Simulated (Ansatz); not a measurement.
# Phonon transport in KI (Fm-3m)

Aim: the lattice thermal conductivity of KI against temperature, and which phonons carry it.

Measurements to reproduce:
- thermal conductivity 2.6 W/m/K near room temperature (given in “Combining the AFLOW GIBBS and Elastic Libraries to efficiently and robustly screen thermo-mechanical properties of solids”, 2017, arXiv:1611.05714)
- thermal conductivity 2.6 W/m/K near room temperature (given in “Predicting the lattice thermal conductivity of solids by solving the Boltzmann transport equation: AFLOW - AAPL an automated, accurate and efficient framework”, 2017, arXiv:1611.05481)

Main program and level: Ansatz 0.2.0; DFT LDA, scalar-relativistic, plane waves, PAW; PAW set soft_1.

## 1. Set-up

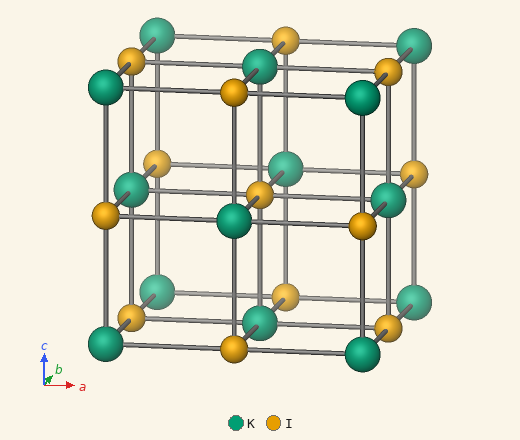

The cell as given, slightly off an axis (potassium teal, iodine orange). This picture shows the conventional cell, with its axes. Some periodic images of atoms are drawn too.

## 2. A first coarse run

Before spending time, one coarse run tells the gap and the pressure of the starting cell.

input.yaml reads:

```yaml
crystal:
  lattice:
    - [0.0, 3.532775, 3.532775]
    - [3.532775, 0.0, 3.532775]
    - [3.532775, 3.532775, 0.0]
  atoms:
    - { symbol: K, position: [0.0, 0.0, 0.0] }
    - { symbol: I, position: [0.5, 0.5, 0.5] }
kpoints:
  mp_grid: { grid: [4, 4, 4] }
hamiltonian:
  xc: lda
  pseudopotentials: { kind: paw, azcp: { folder: soft_1 }, xc_functional: pbe }
scf:
  occupations: { method: gaussian, width: 0.1 }
  lower_state_search: "off"
output:
  forces: true
  stress: true
  eigenvalues: true
```

The run is started by

```console
$ ansatz run input.yaml --threads 18 --pin off --max-ram 92160MiB --backend cuda --events-out ev --progress --plain --runs-dir out
```

Numbers of over 12 decimals in the logs are rounded to 6 here.

The program printed:

```text
Engine: ansatz 0.2.0, aarch64-unknown-linux-gnu
Pseudopotentials: kind: paw
Pseudopotential: K, paw, valence charge 9, recommended cutoff 420 eV (normal), soft_1/K.paw.azcp
Pseudopotential: I, paw, valence charge 17, recommended cutoff 420 eV (normal), soft_1/I.paw.azcp
Functional definition: SPW92
  exchange = slater_x
  correlation = pw_c
device memory: the entry about to start is reckoned to put 4.3 GiB on a device that reports 182.5 GiB free
GPU FFT provider: cuFFT
GPU libraries: cuBLAS 13.8.1, cuFFT 12.4.0, cuSOLVER 12.3.2
GPU matrix products: emulated (plane waves: as basis.precision tells), large ones in fixed point in workspaces of 1.00 GiB
Crystal: 2 atoms, lattice volume = 88.182 Å³
Basis set: ecut = 420 eV, 1759 PW (Γ)
Bands: 17, of which v1, the nominal top of the filled ones, is band 13 counted from 1 (12 counted from 0)
Symmetry: 48 space group operations
Space group: Fm-3m (ITA 225), of the structure as read, at distance tolerance 4.5e-5 Å
k-points: 8 of 64
Non-local potential: K, projectors of the file, l = 0: 3, l = 1: 2, l = 2: 2
Non-local potential: I, projectors of the file, l = 0: 2, l = 1: 2, l = 2: 2, l = 3: 1
PAW form: soft (Blöchl's): semilocal exchange-correlation on the pseudo side does not see the compensation charge
PAW frozen core: K, regenerated for the run's functional, and the local potential with it (the file was generated under x = pbe(κ = 0.804, μ = 0.219515), c = pbe(β = 0.066725))
PAW frozen core: I, regenerated for the run's functional, and the local potential with it (the file was generated under x = pbe(κ = 0.804, μ = 0.219515), c = pbe(β = 0.066725))
PAW one-centre angular grid: K, 110 points (default); XC on 64 Gauss nodes
PAW one-centre angular grid: I, 590 points (default); XC on 64 Gauss nodes
Initial density: superposition of atomic densities (chi_scale 0.1, normalization cell, long waves kept (reshape's long-wave potential 0.00 eV rms))
Initial wavefunctions: pseudopotential atomic-orbital guess
GPU buffer pool allocated for 46656 grid points (all kernels)
GPU transforms: local potential and band sums: pruned to the plane-wave sphere, on 36×36×36
Functional: x = slater, c = lda
SCF iter   1: F=—  HF=-8856.412075 eV  |F-HF|=—  |Δ(HF+E_count)|=         —  Δρ=4.13e-2  dr2=2.97e0  ethr=3.10e-3  ⟨swp⟩=6.6  Hψ=772  notcnv=0
preconditioner: auto → none  [insulator: Δε(μ)=2.391 eV  Ē_g=8.293 eV  σ=0.100 eV  W_gap=1.00  n_scr=14 (ndim 8)  ℏωp=11.2 eV  f_vac=0.023  D(μ)=0.00/eV (n_scr^D=0)  ε∞_Penn≈2.8]
SCF iter   2: F=—  HF=-8855.159011 eV  |F-HF|=—  |Δ(HF+E_count)|=    1.25e0  Δρ=9.13e-3  dr2=1.19e-1  ethr=3.10e-3  ⟨swp⟩=4.2  Hψ=411  notcnv=0
SCF iter   3: F=—  HF=-8855.133753 eV  |F-HF|=—  |Δ(HF+E_count)|=   2.53e-2  Δρ=4.11e-3  dr2=1.45e-2  ethr=4.56e-4  ⟨swp⟩=2.0  Hψ=200  notcnv=0
SCF iter   4: F=—  HF=-8855.136308 eV  |F-HF|=—  |Δ(HF+E_count)|=   2.56e-3  Δρ=8.49e-4  dr2=5.80e-4  ethr=5.58e-5  ⟨swp⟩=2.9  Hψ=225  notcnv=0
SCF iter   5: F=—  HF=-8855.136415 eV  |F-HF|=—  |Δ(HF+E_count)|=   1.06e-4  Δρ=1.40e-4  dr2=7.25e-6  ethr=2.23e-6  ⟨swp⟩=2.0  Hψ=240  notcnv=0
SCF iter   6: F=—  HF=-8855.136521 eV  |F-HF|=—  |Δ(HF+E_count)|=   1.07e-4  Δρ=1.16e-5  dr2=1.83e-7  ethr=2.79e-8  ⟨swp⟩=2.0  Hψ=159  notcnv=0
SCF iter   7: F=-8855.136521 eV  HF=-8855.136521 eV  |F-HF|=5.68e-10  |Δ(HF+E_count)|=   8.15e-8  Δρ=1.31e-6  dr2=9.82e-10  ethr=3.85e-10  ⟨swp⟩=7.8  Hψ=754  notcnv=0
SCF 1 converged in 7 iterations: F = -8855.136521 eV  dr2 = 9.82e-10
  greatest PAW one-centre occupation: 0.999 electrons in one spin orbital (limit 2), on the I atom at site 1 (counted from 0), in its partial waves of l = 2
SCF converged after 7 iterations
Free energy (F): -8855.136521 eV
Harris-Foulkes:  -8855.136521 eV  (|F-HF|=5.68e-10)
Internal energy: -8855.136521 eV  (E = F + TS)
E sigma→0 (E₀):  -8855.136521 eV
Fermi energy:    3.841738 eV
--- Per-component energies (eV) ---
  E_band       = -526.482162
  E_kinetic    = 413.903910
  E_local      = -3017.187412  (includes V_loc(G=0)·N_el)
  E_nonlocal   = 137.901290
  E_hartree    = 1289.426801
  E_xc         = -240.296285
  E_vxc        = -274.807081  (∫ρ·V_xc dr)
  E_paw        = -5371.488684  (= ΣΔE_a)
  E_vpaw       = -365.145048  (= ΣTr[D̂ρ^β])
  E_aug_tail   = -0.002473  (compensation charges beyond the density's cutoff)
  E_ewald      = -2068.432357
  E_core_change = 1.038691  (= ΣΔE_core)
  E_smearing   = -0.000000  (= −TS)
  E_closure    = -0.000000  (closes the sum)
  Σ components = -8855.136521   (vs F -8855.136521, Δ=0.00e0)
--- Forces (eV/Å), atoms counted from 1 ---
  atom   1  K     -0.00000000     0.00000000     0.00000000
  atom   2  I      0.00000000    -0.00000000     0.00000000
  max |Σ_I F_I| component: 6.57e-30 eV/Å
--- Stress (GPa, compression-positive) ---
       -1.304153       0.000000      -0.000000
       -0.000000      -1.304153       0.000000
       -0.000000       0.000000      -1.304153
  P = ⅓ Tr σ = -1.3042 GPa (-13.042 kbar)
--- Band table (eV; the first three rows and the last of 8) ---
  k-point 0: bands = [... 9 lower, -8.5772, 2.0375, 2.0375, 2.0375, 5.6429, 8.3404, 8.3404, 8.3404]
  k-point 1: bands = [... 9 lower, -8.4200, 1.2314, 1.8529, 1.8529, 6.7833, 8.3815, 8.9540, 8.9540]
  k-point 2: bands = [... 9 lower, -8.2755, 0.6542, 1.6862, 1.6862, 7.2880, 9.4807, 10.0202, 10.0202]
  k-point 7: bands = [... 9 lower, -8.3664, 1.2800, 1.2800, 1.4090, 8.2795, 8.2795, 8.4349, 9.9500]
```

Run time: 1.4 s. Hardware: 1 × NVIDIA GB200 with 18 threads of Arm Neoverse V2, shared host; peak memory 1.1 GiB; 2.3 s of CPU time.

The column dr2 measures how far the density is from self-consistency, as an energy; F and HF (Harris–Foulkes) agree once it is small.

A gap read on the k-mesh alone can miss the band edges.

This step gave:

```yaml
pressure: -1.304 GPa
gap_on_the_k_mesh: 3.605 eV
volume_per_atom: 44.09 Å³/atom
```

The start is under -1.3 GPa at this level and looks like an insulator or semiconductor on this mesh.

## 3. Finding the static equilibrium

The vibrations must be taken about the equilibrium of this functional, not about the starting cell, so the structure is relaxed.

input.yaml, the sections that differ from step 2:

```yaml
kpoints:
  mp_grid: { grid: [6, 6, 6] }
scf:
  occupations: { method: gaussian, width: 0.02 }
  lower_state_search: "off"
relax:
  adjacent_minimum: "off"
  f_tol: 0.005
  max_steps: 80
  cell: { stress_tol: 0.05 }
# crystal, hamiltonian, output: as in step 2
```

The program printed:

```text
[...]
Crystal: 2 atoms, lattice volume = 88.182 Å³
Basis set: ecut = 420 eV, 1759 PW (Γ)
Bands: 17, of which v1, the nominal top of the filled ones, is band 13 counted from 1 (12 counted from 0)
Symmetry: 48 space group operations
[...]
k-points: 16 of 216
[...]
SCF iter   1: F=—  HF=-8856.416426 eV  |F-HF|=—  |Δ(HF+E_count)|=         —  Δρ=4.13e-2  dr2=2.99e0  ethr=3.10e-3  ⟨swp⟩=8.0  Hψ=1726  notcnv=0
[...]
SCF iter   2: F=—  HF=-8855.161263 eV  |F-HF|=—  |Δ(HF+E_count)|=    1.26e0  Δρ=9.31e-3  dr2=1.25e-1  ethr=3.10e-3  ⟨swp⟩=4.1  Hψ=800  notcnv=0
[...]
SCF iter   7: F=-8855.137655 eV  HF=-8855.137655 eV  |F-HF|=6.33e-10  |Δ(HF+E_count)|=   1.06e-7  Δρ=1.41e-6  dr2=1.25e-9  ethr=3.85e-10  ⟨swp⟩=7.5  Hψ=1481  notcnv=0
SCF 1 converged in 7 iterations: F = -8855.137655 eV  dr2 = 1.25e-9
[...]
relax step   1: F+E_penalty+E_count = -8855.13765527 eV  Δ(F+E_penalty+E_count) = +0.000e0 eV  max|allowed force component| = 2.111e-25 eV/Å  Δτ_max = 0.0000 Å  P = -1.312 GPa  Ω = 88.182 Å³  (7 SCF iters, dr2 threshold 1.00e-7 eV, accepted)
[...]
Crystal: 2 atoms, lattice volume = 84.454 Å³
Basis set: ecut = 420 eV, 1639 PW (Γ)
[...]
iter 1 solved again at ethr=1.13e-5 eV; its pass at ethr=3.10e-3 eV (dr2=2.94e-3 eV) is discarded
[...]
SCF iter   2: F=—  HF=-8855.163609 eV  |F-HF|=—  |Δ(HF+E_count)|=   1.37e-3  Δρ=4.47e-4  dr2=1.66e-4  ethr=1.13e-5  ⟨swp⟩=2.9  Hψ=472  notcnv=0
[...]
SCF iter   5: F=-8855.163607 eV  HF=-8855.163607 eV  |F-HF|=1.55e-9  |Δ(HF+E_count)|=   2.60e-7  Δρ=7.30e-6  dr2=2.07e-8  ethr=7.69e-10  ⟨swp⟩=7.2  Hψ=1369  notcnv=0
SCF 2 converged in 5 iterations: F = -8855.163607 eV  dr2 = 2.07e-8
relax step   2: F+E_penalty+E_count = -8855.16360689 eV  Δ(F+E_penalty+E_count) = -2.595e-2 eV  max|allowed force component| = 4.567e-25 eV/Å  Δτ_max = 0.0000 Å  P = -0.872 GPa  Ω = 84.454 Å³  energy of the carried Pulay correction = +3.002e-4 eV  (5 SCF iters, dr2 threshold 2.00e-7 eV, accepted)
[...]
Crystal: 2 atoms, lattice volume = 77.935 Å³
[...]
SCF iter   5: F=-8855.178179 eV  HF=-8855.178179 eV  |F-HF|=6.90e-9  |Δ(HF+E_count)|=   6.29e-7  Δρ=1.12e-5  dr2=4.36e-8  ethr=7.69e-10  ⟨swp⟩=5.0  Hψ=1480  notcnv=0
SCF 3 converged in 5 iterations: F = -8855.178179 eV  dr2 = 4.36e-8
relax step   3: F+E_penalty+E_count = -8855.17817920 eV  Δ(F+E_penalty+E_count) = -1.457e-2 eV  max|allowed force component| = 1.917e-25 eV/Å  Δτ_max = 0.0000 Å  P = +0.277 GPa  Ω = 77.935 Å³  energy of the carried Pulay correction = +8.577e-4 eV  (5 SCF iters, dr2 threshold 2.00e-7 eV, accepted)
[...]
relax step   4: F+E_penalty+E_count = -8855.17913948 eV  Δ(F+E_penalty+E_count) = -9.603e-4 eV  max|allowed force component| = 3.016e-25 eV/Å  Δτ_max = 0.0000 Å  P = -0.035 GPa  Ω = 79.414 Å³  energy of the carried Pulay correction = +7.275e-4 eV  (5 SCF iters, dr2 threshold 1.92e-7 eV, accepted)
[...]
SCF iter   1: F=—  HF=-8855.178376 eV  |F-HF|=—  |Δ(HF+E_count)|=         —  Δρ=7.96e-5  dr2=8.33e-7  ethr=4.07e-7  ⟨swp⟩=3.0  Hψ=2452  notcnv=0
[...]
SCF iter   2: F=—  HF=-8855.178427 eV  |F-HF|=—  |Δ(HF+E_count)|=   5.11e-5  Δρ=3.69e-5  dr2=1.55e-7  ethr=3.20e-9  ⟨swp⟩=2.0  Hψ=454  notcnv=0
[...]
SCF iter   5: F=-8855.178427 eV  HF=-8855.178427 eV  |F-HF|=1.82e-12  |Δ(HF+E_count)|=  4.35e-10  Δρ=1.19e-7  dr2=2.91e-12  ethr=1.00e-12  ⟨swp⟩=5.2  Hψ=1553  notcnv=0
SCF 5 converged in 5 iterations: F = -8855.178427 eV  dr2 = 2.91e-12
relax step   5: F+E_penalty+E_count = -8855.17842727 eV  Δ(F+E_penalty+E_count) = +7.122e-4 eV  max|allowed force component| = 3.576e-29 eV/Å  Δτ_max = 0.0000 Å  P = -0.037 GPa  Ω = 79.414 Å³  stress off target by 3.68e-2 GPa  SCF on the basis re-selected at this cell (its energy is not comparable with the rows above)  (5 SCF iters)
basis re-selected at this cell: Δ(F+E_penalty+E_count) = +7.122e-4 eV, ΔP = -0.002 GPa vs the last step (what re-selecting the basis moved, of the pressure what is left beyond the Pulay correction that the steps carried, after the strain that the cell walked since its last selection, with what the two solves' SCF thresholds leave and, on support functions, any second-order correction that the steps lacked; it is no m [...]
SCF converged after 5 iterations
Free energy (F): -8855.178427 eV
[...]
Internal energy: -8855.178427 eV  (E = F + TS)
E sigma→0 (E₀):  -8855.178427 eV
Fermi energy:    4.851237 eV
[...]
--- Stress (GPa, compression-positive) ---
       -0.036816      -0.000000      -0.000000
       -0.000000      -0.036816      -0.000000
       -0.000000      -0.000000      -0.036816
  P = ⅓ Tr σ = -0.0368 GPa (-0.368 kbar)
--- Band table (eV; the first three rows and the last of 16) ---
  k-point 0: bands = [... 9 lower, -7.8695, 2.9197, 2.9197, 2.9197, 6.7826, 9.1615, 9.1615, 9.1615]
  k-point 1: bands = [... 9 lower, -7.7264, 2.3826, 2.7952, 2.7952, 7.4860, 9.1085, 9.4857, 9.4857]
  k-point 2: bands = [... 9 lower, -7.4862, 1.5955, 2.5696, 2.5696, 8.1421, 9.9742, 10.2903, 10.2903]
  k-point 15: bands = [... 9 lower, -7.5791, 1.8603, 2.2296, 2.2300, 8.2828, 9.3478, 10.2772, 11.3656]
--- Relaxed structure (4 steps of the walk, 4 accepted, 1 SCFs on fresh bases) ---
  F+E_penalty+E_count = -8855.17842727 eV   max|allowed force component| = 3.576e-29 eV/Å   (the final SCF, on the basis selected at the relaxed cell)
  cell:  # Å, volume = 79.4139 Å³
    - [0, 3.411580, 3.411580]
    - [3.411580, 0, 3.411580]
    - [3.411580, 3.411580, 0]
  atoms:
    - { symbol: K, position: [0, 0, 0] }
    - { symbol: I, position: [0.5, 0.5, 0.5] }
```

Elapsed: 2.8 s, on 1 × NVIDIA GB200 with 18 threads; peak memory 1.1 GiB; 5.2 s of CPU time.

Relaxation path:

```
step  energy less that of the first step (eV)  largest force component (eV/Å)  pressure (GPa)  volume (Å³)
   1                                   0.0000                          0.0000           -1.31        88.18
   2                                  -0.0260                          0.0000           -0.87        84.45
   3                                  -0.0405                          0.0000            0.28        77.94
   4                                  -0.0415                          0.0000           -0.04        79.41
  5*                                  -0.0408                          0.0000           -0.04        79.41
```

Relaxation steps marked * repeat the geometry before them on a plane-wave basis chosen anew for their cell, so energy and pressure can jump there.

The run keeps the 48 symmetry operations that it works with, so distortions that break them were not tested.

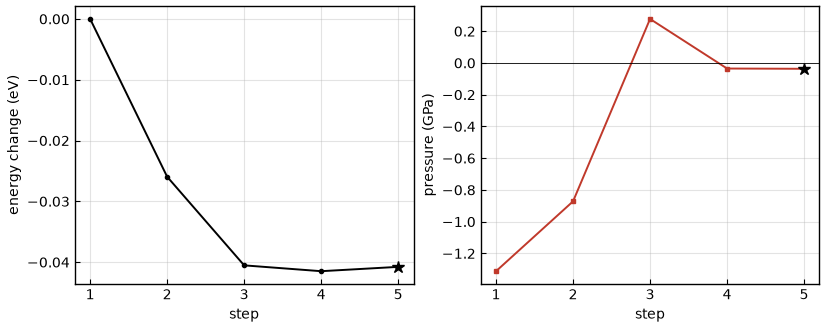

Energy and pressure along the relaxation. Stars mark steps on a basis chosen anew.

| conventional cell, symmetrised | before | after | change |
| --- | --- | --- | --- |
| a (Å) | 7.066 | 6.823 | -3.4 % |
| b (Å) | 7.066 | 6.823 | -3.4 % |
| c (Å) | 7.066 | 6.823 | -3.4 % |
| volume (Å³/atom) | 44.09 | 39.71 | -9.9 % |

Final coordinates:

```cif
data_structure
_symmetry_space_group_name_H-M 'P 1'
_symmetry_Int_Tables_number 1
_cell_length_a 4.8247
_cell_length_b 4.8247
_cell_length_c 4.8247
_cell_angle_alpha 60.000
_cell_angle_beta 60.000
_cell_angle_gamma 60.000
_cell_volume 79.41
loop_
_atom_site_label
_atom_site_type_symbol
_atom_site_fract_x
_atom_site_fract_y
_atom_site_fract_z
_atom_site_occupancy
K1 K 0.00000 0.00000 0.00000 1
I2 I 0.50000 0.50000 0.50000 1
```

Numbers from this step:

* pressure: -0.03682 GPa
* gap on the k-mesh: 3.863 eV
* volume per atom: 39.71 Å³/atom

The relaxation ends with a pressure of -0.04 GPa.

## 4. A second relaxation

The relaxation is run once more from where the first one ended, as the script does after a large change of volume or of the gap, with mesh and occupations reviewed.

Edit input.yaml of step 3 so:

```diff
@@ -2,5 +2,5 @@
   lattice:
-    - [0.0, 3.532775, 3.532775]
-    - [3.532775, 0.0, 3.532775]
-    - [3.532775, 3.532775, 0.0]
+    - [0.0, 3.4115798851, 3.4115798851]
+    - [3.4115798851, 0.0, 3.4115798851]
+    - [3.4115798851, 3.4115798851, 0.0]
   atoms:
```

The program printed:

```text
[...]
GPU FFT provider: cuFFT
GPU libraries: cuBLAS 13.8.1, cuFFT 12.4.0, cuSOLVER 12.3.2
[...]
Crystal: 2 atoms, lattice volume = 79.414 Å³
Basis set: ecut = 420 eV, 1471 PW (Γ)
Bands: 17, of which v1, the nominal top of the filled ones, is band 13 counted from 1 (12 counted from 0)
Symmetry: 48 space group operations
[...]
k-points: 16 of 216
[...]
k-point 15: bands = [... 9 lower, -7.5791, 1.8603, 2.2296, 2.2300, 8.2828, 9.3478, 10.2772, 11.3656]
--- Relaxed structure (1 steps of the walk, 1 accepted, 1 SCFs on fresh bases) ---
[...]
cell:  # Å, volume = 79.4139 Å³
    - [0.0, 3.4115798851, 3.4115798851]
    - [3.4115798851, 0.0, 3.4115798851]
    - [3.4115798851, 3.4115798851, 0.0]
  atoms:
    - { symbol: K, position: [0.0, 0.0, 0.0] }
    - { symbol: I, position: [0.5, 0.5, 0.5] }
[key lines of the parts left out:]
SCF converged after 4 iterations
Free energy (F): -8855.178427 eV
Fermi energy:    4.851237 eV
P = ⅓ Tr σ = -0.0368 GPa (-0.368 kbar)
```

It took 2.2 s on 1 × NVIDIA GB200 with 18 threads; peak memory 1.1 GiB.

Little changed from the start: no atom moved by 0.005 Å and no cell edge by 0.1 %.

## 5. Relaxing to small residual forces and stress

The thresholds are tightened for a last relaxation ahead of the phonons, and where mesh or smearing change with them the cell follows.

input.yaml, the sections that differ from step 4:

```yaml
scf:
  occupations: { method: fixed }
  lower_state_search: "off"
relax:
  adjacent_minimum: "off"
  f_tol: 0.001
  max_steps: 60
  cell: { stress_tol: 0.01 }
# crystal, kpoints, hamiltonian, output: as in step 4
```

The program printed:

```text
[...]
Crystal: 2 atoms, lattice volume = 79.414 Å³
Basis set: ecut = 420 eV, 1471 PW (Γ)
Bands: 17, of which v1, the nominal top of the filled ones, is band 13 counted from 1 (12 counted from 0)
Symmetry: 48 space group operations
[...]
k-points: 16 of 216
[...]
k-point 15: bands = [... 9 lower, -7.5598, 1.8777, 2.2477, 2.2485, 8.3015, 9.3752, 10.3018, 11.3949]
--- Relaxed structure (3 steps of the walk, 3 accepted, 1 SCFs on fresh bases) ---
[...]
cell:  # Å, volume = 79.2298 Å³
    - [0, 3.408941, 3.408941]
    - [3.408941, 0, 3.408941]
    - [3.408941, 3.408941, 0]
  atoms:
    - { symbol: K, position: [0, 0, 0] }
    - { symbol: I, position: [0.5, 0.5, 0.5] }
[key lines of the parts left out:]
SCF converged after 5 iterations
Free energy (F): -8855.178445 eV
Fermi energy:    2.940677 eV
P = ⅓ Tr σ = 0.0002 GPa (0.002 kbar)
```

Run time: 2.4 s. Hardware: 1 × NVIDIA GB200 with 18 threads; peak memory 1.1 GiB; 4.1 s of CPU time.

Little changed from the start: no atom moved by 0.005 Å and no cell edge by 0.1 %.

This step gave:

| Item | Value |
| --- | --- |
| pressure | 1.57e-4 GPa |
| gap on the k-mesh | 3.869 eV |
| volume per atom | 39.61 Å³/atom |

The residual pressure is 1.6e-4 GPa, small enough for phonons.

## 6. A faulty attempt

This input was changed on purpose, to see how the program answers.

input.yaml reads:

```yaml
crystal:
  lattice:
    - [0.0, 3.408941002, 3.408941002]
    - [3.408941002, 0.0, 3.408941002]
    - [3.408941002, 3.408941002, 0.0]
  atoms:
    - { symbol: K, position: [0.0, 0.0, 0.0] }
    - { symbol: I, position: [0.5, 0.5, 0.5] }
kpoints:
  mp_grid: { grid: [6, 6, 6] }
hamiltonian:
  xc: lda
  pseudopotentials: { kind: paw, azcp: { folder: soft_1 }, xc_functional: pbe }
scf:
  occupations: { method: fixed }
  lower_state_search: "off"
  max_iter: 80
output:
  eigenvalues: true
phonons:
  supercell: [2, 2, 2]
  dielectric: false
  third_order: { supercell: [2, 2, 2], pair_cutoff: 3.559 }
  lattice_thermal_conductivity:
    qmesh: [9, 10, 11]
    temperatures: [300]
    isotope_mass_variance: [{ species: I, variance: 0.0 }, { species: K, variance: 0.000164 }]
```

The program printed:

```text
Error: invalid value for `phonons.lattice_thermal_conductivity.qmesh`: [9, 10, 11] is not mapped onto itself by every operation of the crystal's point group, which phonons.lattice_thermal_conductivity requires of this mesh (its Boltzmann solve uses the whole point group); the smallest at or above it that is: [11, 11, 11]
```

Run time: 0.12 s. Hardware: 18 threads; peak memory 0.07 GiB.

The input was rejected at the start.

The program's message: “Error: invalid value for `phonons.lattice_thermal_conductivity.qmesh`: [9, 10, 11] is not mapped onto itself by every operation of the crystal's point group, which phonons.lattice_thermal_conductivity …”

The fault put into the input: a q mesh that breaks the point group.

(Continued in part 2 of 2.)

[Logs are printed without paths, hosts, clocks, repeated set-up lines and the standing remarks that a program may print on its own settings, such as how far it seeks lower states.]

[Hosts, paths, dates, database ids (printed as entryN), source tags and the programs' standing remarks are cut or masked in the printed files.]

[A step with changed settings may run another functional than the one named; its input shows which.]
